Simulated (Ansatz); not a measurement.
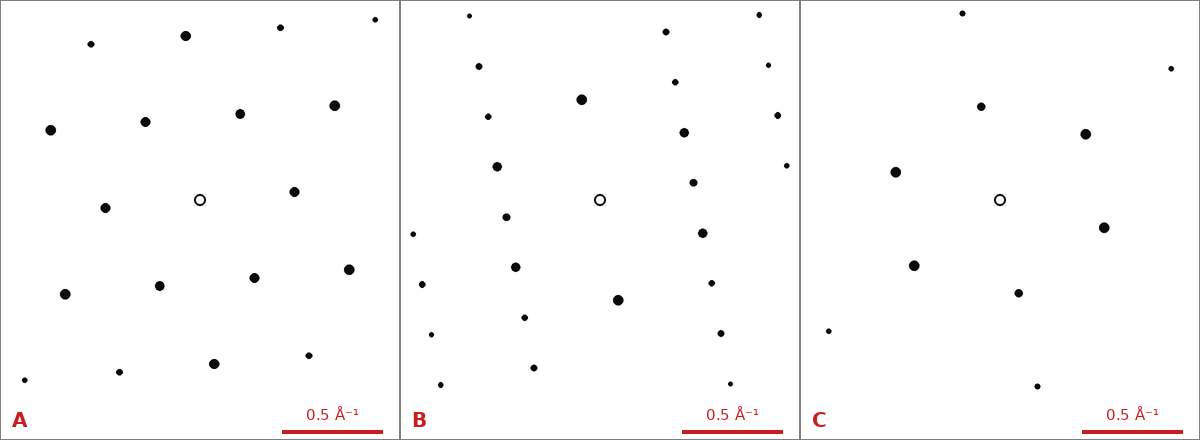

Computed electron diffraction patterns, 200 kV, single scattering only, B = 0.5 Å².

All three come from Co, space group P6_3/mmc (No. 194), a = 2.43 Å, c = 3.92 Å (hexagonal axes). Structure: the geometry relaxed with Ansatz 0.2.0, DFT LDA, scalar-relativistic, plane waves, PAW.

Question: Assign the zone axes [001], [100], [101] to A, B and C.

Answer: A is [001]: hexagonal net of 1 -1 0 at d = 2.10 Å and 1 0 0 at d = 2.10 Å, at 60.0°. B is [100]: rectangular net of 0 0 1 (itself extinct) at d = 3.92 Å and 0 1 0 at d = 2.10 Å, at 90.0°. C is [101]: centred rectangular net of 0 1 0 at d = 2.10 Å and 1 0 -1 at d = 1.85 Å, at 63.9°.
